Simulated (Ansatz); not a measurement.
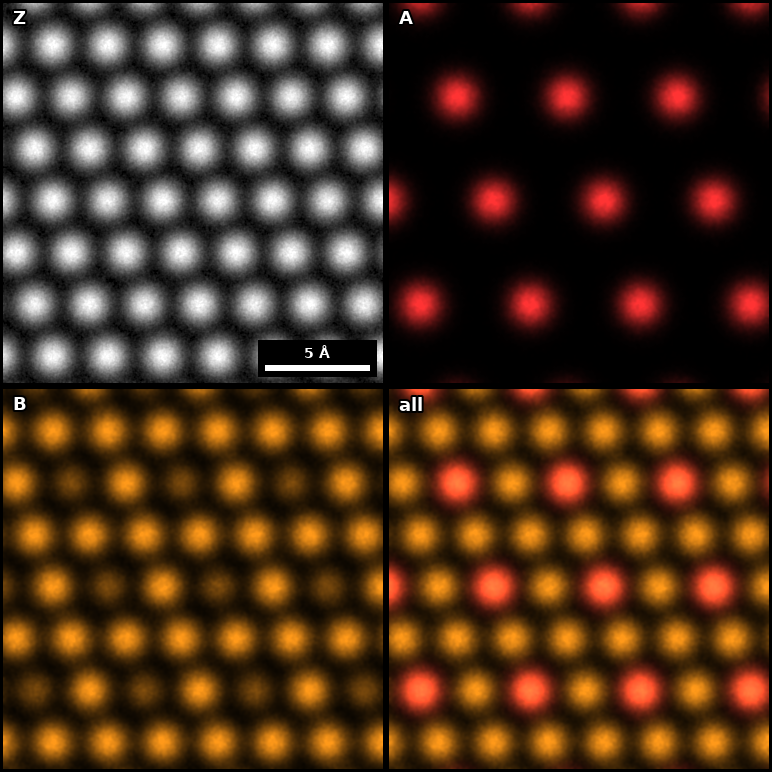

GeSe7 (Fm-3m, No. 225) along [110]. Panel Z: The image is simulated as a sum over atoms of Z^1.8, blurred by a 1.25 Å probe (no channelling). The display is stretched by a gamma of 0.65; percentages refer to the linear signal. Shot noise was added. The other panels are simulated element maps (the number of atoms of one element along the beam, blurred by 1.6 Å, with counting noise; each on its own scale, no channelling); the last overlays them. Structure used: coordinates from a relaxation with DFT PBE, scalar-relativistic, plane waves, PAW in Ansatz 0.2.0; the starting structure was generated, so it need not be a known form of this composition.

```cif
data_structure
_symmetry_space_group_name_H-M 'P 1'
_symmetry_Int_Tables_number 1
_cell_length_a 8.7143
_cell_length_b 8.7143
_cell_length_c 8.7143
_cell_angle_alpha 90.000
_cell_angle_beta 90.000
_cell_angle_gamma 90.000
_cell_volume 661.74
loop_
_atom_site_label
_atom_site_type_symbol
_atom_site_fract_x
_atom_site_fract_y
_atom_site_fract_z
_atom_site_occupancy
Ge1 Ge 0.00000 0.00000 0.00000 1
Se1 Se 0.50000 0.00000 0.00000 1
Se2 Se 0.25000 0.25000 0.00000 1
Se3 Se 0.25000 0.00000 0.75000 1
Se4 Se 0.00000 0.25000 0.75000 1
Se5 Se 0.25000 0.75000 0.00000 1
Se6 Se 0.75000 0.00000 0.75000 1
Se7 Se 0.00000 0.75000 0.75000 1
Ge2 Ge 0.00000 0.50000 0.50000 1
Se8 Se 0.50000 0.50000 0.50000 1
Se9 Se 0.25000 0.75000 0.50000 1
Se10 Se 0.25000 0.50000 0.25000 1
Se11 Se 0.00000 0.75000 0.25000 1
Se12 Se 0.25000 0.25000 0.50000 1
Se13 Se 0.75000 0.50000 0.25000 1
Se14 Se 0.00000 0.25000 0.25000 1
Ge3 Ge 0.50000 0.00000 0.50000 1
Se15 Se 0.00000 0.00000 0.50000 1
Se16 Se 0.75000 0.25000 0.50000 1
Se17 Se 0.75000 0.00000 0.25000 1
Se18 Se 0.50000 0.25000 0.25000 1
Se19 Se 0.75000 0.75000 0.50000 1
Se20 Se 0.25000 0.00000 0.25000 1
Se21 Se 0.50000 0.75000 0.25000 1
Ge4 Ge 0.50000 0.50000 0.00000 1
Se22 Se 0.00000 0.50000 0.00000 1
Se23 Se 0.75000 0.75000 0.00000 1
Se24 Se 0.75000 0.50000 0.75000 1
Se25 Se 0.50000 0.75000 0.75000 1
Se26 Se 0.75000 0.25000 0.00000 1
Se27 Se 0.25000 0.50000 0.75000 1
Se28 Se 0.50000 0.25000 0.75000 1
```

### Which element does each lettered map show?

A: Ge, B: Se. The projected cell (5.34 × 5.34 Å, 109°) holds 4 columns: 3 of Se and 1 of Se + Ge. Columns shared by several elements: Se + Ge.
